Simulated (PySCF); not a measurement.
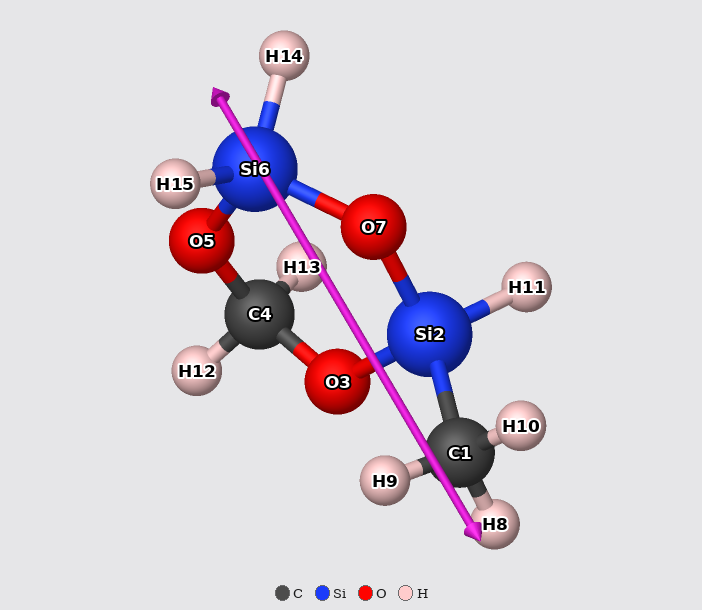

The double arrow shows the direction of the transition dipole to excited singlet state 3 (its length means nothing). Computed geometry: GFN2-xTB optimisation. No frequency run is at hand to confirm it as a minimum. Level of theory: TDDFT B3LYP/def2-SVPD, vertical, gas phase, core orbitals frozen in the response (PySCF 2.14.0).

**How is the transition polarised?**

Close to the long direction C1···O5.

**Where does the transition lie, and how strong is it?**

7.57 eV (164 nm), oscillator strength 0.050, mainly HOMO → LUMO+2 (weight 0.93); transition dipole 1.32 D.

The geometry is semi-empirical. Around Si such bond lengths and angles can be off by a tenth of an ångström or more and by several degrees, and values that hang on the shape move with them.
